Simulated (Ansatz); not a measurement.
```yaml
crystal:
  periodic: [false, false, false]
  atoms:
    - {symbol: C, position_ang: [-0.809486, 0.997031, -0.526944]}
    - {symbol: B, position_ang: [-0.100150, -0.388255, -0.387129]}
    - {symbol: C, position_ang: [0.855151, -0.764075, 0.718874]}
    - {symbol: F, position_ang: [-0.358484, -1.312326, -1.318910]}
    - {symbol: H, position_ang: [-0.212489, 1.819631, -0.126924]}
    - {symbol: H, position_ang: [-1.728115, 0.967020, 0.074406]}
    - {symbol: H, position_ang: [-1.106638, 1.223727, -1.552621]}
    - {symbol: H, position_ang: [1.866215, -0.473816, 0.402686]}
    - {symbol: H, position_ang: [1.100370, -1.819753, 0.851281]}
    - {symbol: H, position_ang: [0.660522, -0.227971, 1.650129]}
basis:
  gaussian: {orbitals: def2-TZVPP}
hamiltonian: {xc: pbe, dispersion: d4}
```

Geometry: moved along internal coordinates away from the minimum.

Work out the structure from the coordinates.

It has 10 atoms: 2 carbon, 6 hydrogen, 1 boron and 1 fluorine (C2H6BF). Its SMILES string is `CB(C)F`. It has no ring. Coordination, clear cases only: 1 C tetrahedral; 1 B trigonal planar.

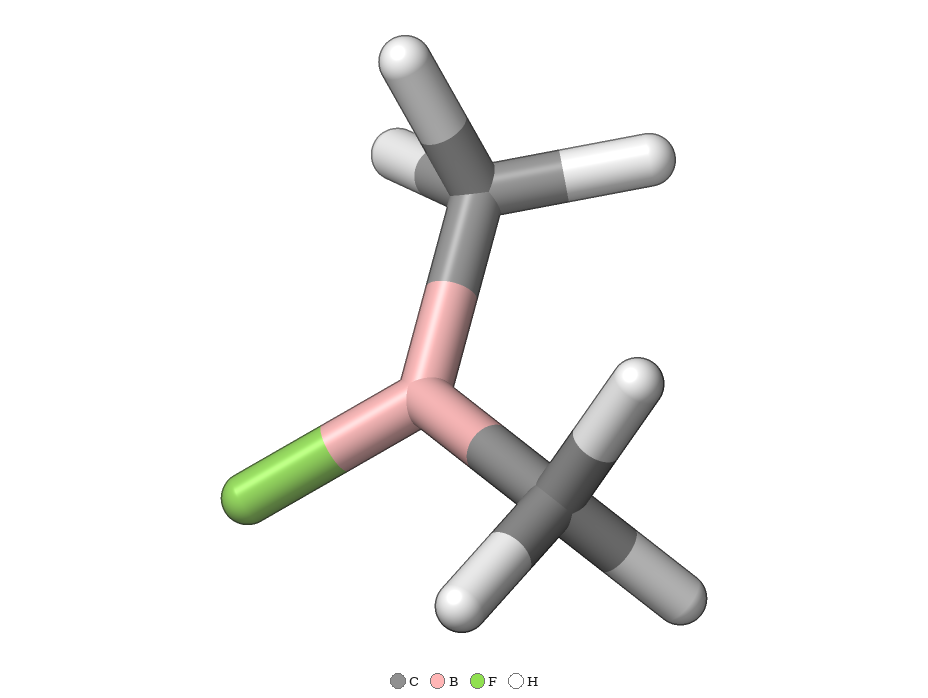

The picture comes from a calculation with Ansatz.
